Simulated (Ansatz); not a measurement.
# CH5BClNO (SMILES NB(Cl)CO) at B2PLYP/6-31G(d) (spherical functions)

Aim: the vertical singlet–triplet gap of CH5BClNO at B2PLYP/6-31G* (spherical functions), from 2 runs. 

The results are computed with Ansatz 0.2.0.

141 further runs of the same task are left out: 141 set aside as unsound or not needed.

### 1 The structure to begin with

CH5BClNO: 10 atoms, total charge 0, spin state singlet. SMILES: `NB(Cl)CO`. Geometry: relaxed at PBE0-D4/def2-TZVP. This is a higher conformer, about 10 kJ/mol above the lowest found by a separate search.

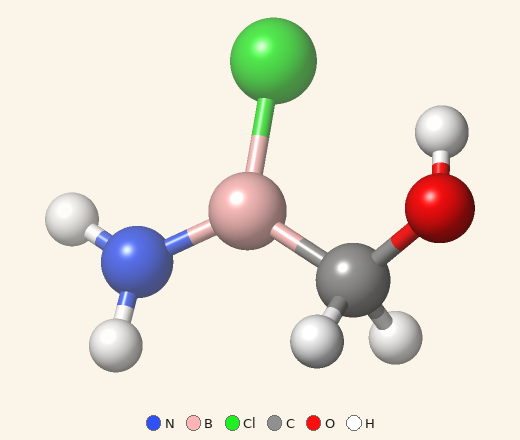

The structure, seen from a chosen angle (nitrogen blue, boron pink, chlorine green, carbon grey, oxygen red, hydrogen white).

### 2 The energy at B2PLYP/6-31G(d) (spherical functions)

Input file job.yaml:

```yaml
crystal:
  periodic: [false, false, false]
  atoms:
    - {symbol: "N", position_ang: [-1.481300, 0.770100, 0.263800]}
    - {symbol: B, position_ang: [-0.131200, 0.458300, 0.272600]}
    - {symbol: Cl, position_ang: [0.978400, 1.531400, 1.166200]}
    - {symbol: C, position_ang: [0.484800, -0.764800, -0.509200]}
    - {symbol: O, position_ang: [1.724500, -1.243900, -0.030200]}
    - {symbol: H, position_ang: [-1.860400, 1.585400, 0.713900]}
    - {symbol: H, position_ang: [-2.164100, 0.196600, -0.201200]}
    - {symbol: H, position_ang: [-0.217400, -1.606600, -0.495200]}
    - {symbol: H, position_ang: [0.570000, -0.469000, -1.570200]}
    - {symbol: H, position_ang: [2.179800, -0.508700, 0.392200]}
basis:
  gaussian: {orbitals: 6-31G_st_-spherical.json}
output: {orbitals: {seedname: orbitals}}
hamiltonian: {xc: {name: B2PLYP}}
accuracy: high
correlation: {frozen_orbitals: {B: 1, C: 1, Cl: 5, H: 0, "N": 1, O: 1}}
```

The basis set 6-31G* is read from a file made from the Basis Set Exchange's data (not shown).

Command:

```bash
$ ansatz run job.yaml --threads 1 --pin off --max-ram 3480MiB --events-out events.jsonl --progress --plain --runs-dir runs
```

The program printed:

```text
Warning: RAYON_NUM_THREADS=1 ignored (pool sized by the plan → 1); use --threads N
Functional definition: B2PLYP
  name "B2PLYP"
  parameter a = 0.53
  parameter c = 0.27
  exchange = (1 - a)*b88_x + a*exact_x
  correlation = (1 - c)*lyp_c + c*(mp2_os + mp2_ss)
1985 factors; integrals over basis functions are off by at most 4.5e-9 eV
mean field evaluation 1: about -17835.5133 eV, gradient 4.8e1 eV
mean field evaluation 2: about -17835.5669 eV, gradient 4.8e1 eV
mean field evaluation 4: about -17840.1016 eV, gradient 3.7e0 eV
mean field evaluation 8: about -17840.1380 eV, gradient 6.9e-2 eV
mean field evaluation 16: about -17840.1380 eV, gradient 2.6e-5 eV
mean field -17840.13798110 eV, -655.6129783254 hartree, gradient 1.7e-8 eV, S^2 0.000000; 0 other end points of the search recorded, 0 dependent functions left out
9 core orbitals not correlated: weight in the atoms' cores, before any rotation towards them, 1.000 or more for the frozen orbitals, at most 0.000 for the correlated occupied ones
reference -17840.13800427 eV, -655.6129791770 hartree; 15, 15 occupied and 60, 60 virtual orbitals, 1985 factors
second order -22.19032387 eV of doubles, -0.00000000 eV of singles
Total energy: -17846.12939171 eV, -655.8331586045 hartree
```

Wall time 9.6 s (1 thread of Arm Neoverse V2, shared host); peak memory 0.29 GiB.

### 3 The triplet at the same level

Input file run.yaml:

```yaml
basis:
  gaussian:
    orbitals: 6-31G_st_-spherical.json
crystal:
  periodic: [false, false, false]
  atoms:
    - {symbol: N, position_ang: [-1.481300, 0.770100, 0.263800]}
    - {symbol: B, position_ang: [-0.131200, 0.458300, 0.272600]}
    - {symbol: Cl, position_ang: [0.978400, 1.531400, 1.166200]}
    - {symbol: C, position_ang: [0.484800, -0.764800, -0.509200]}
    - {symbol: O, position_ang: [1.724500, -1.243900, -0.030200]}
    - {symbol: H, position_ang: [-1.860400, 1.585400, 0.713900]}
    - {symbol: H, position_ang: [-2.164100, 0.196600, -0.201200]}
    - {symbol: H, position_ang: [-0.217400, -1.606600, -0.495200]}
    - {symbol: H, position_ang: [0.570000, -0.469000, -1.570200]}
    - {symbol: H, position_ang: [2.179800, -0.508700, 0.392200]}
magnetization:
  spin_polarized: true
  initial_magnetization: 2
hamiltonian:
  xc: {name: B2PLYP}
correlation:
  frozen_orbitals: {B: 1, C: 1, Cl: 5, H: 0, "N": 1, O: 1}
accuracy: high
output:
  orbitals: {seedname: orbitals}
```

The basis set 6-31G* is read from a file made from the Basis Set Exchange's data (not shown).

Command:

```bash
$ ansatz run run.yaml --threads 1 --pin off --max-ram 3480MiB --events-out events.jsonl --progress --plain --runs-dir runs
```

The program printed, shortened:

```text
Warning: RAYON_NUM_THREADS=1 ignored (pool sized by the plan → 1); use --threads N
[... 2 set-up lines as earlier in the session ...]
[...]
1986 factors; integrals over basis functions are off by at most 4.5e-9 eV
[...]
mean field -17833.55608168 eV, -655.3710979831 hartree, gradient 3.4e-8 eV, S^2 2.011223; 2 other end points of the search recorded, 0 dependent functions left out
9 core orbitals not correlated: weight in the atoms' cores, before any rotation towards them, 1.000 or more for the frozen orbitals, at most 0.000 for the correlated occupied ones
reference -17833.55610514 eV, -655.3710988453 hartree; 16, 14 occupied and 59, 61 virtual orbitals, 1986 factors
second order -21.46045336 eV of doubles, -0.00000000 eV of singles
Total energy: -17839.35042754 eV, -655.5840362662 hartree
```

Run time: 17 s. Hardware: 1 thread of Arm Neoverse V2, shared host; peak memory 0.42 GiB.

### 4 Results

Level: B2PLYP/6-31G* (spherical functions), 9 core orbitals frozen.

| quantity | value |
| --- | --- |
| singlet: total energy | -655.83316 Eh |
| singlet: HOMO energy (SCF part's orbitals) | -8.87 eV |
| singlet: LUMO energy (SCF part's orbitals) | 2.13 eV |
| singlet: HOMO–LUMO gap (SCF part's orbitals) | 11.00 eV |
| triplet: total energy | -655.58404 Eh |
| triplet: HOMO energy (SCF part's orbitals) (highest over α and β) | -2.88 eV |
| triplet: ⟨S²⟩ | 2.011 |
| vertical energy of the triplet above the singlet | 6.779 eV |

In words: At this shape the triplet lies 6.78 eV (654 kJ/mol) above the singlet.
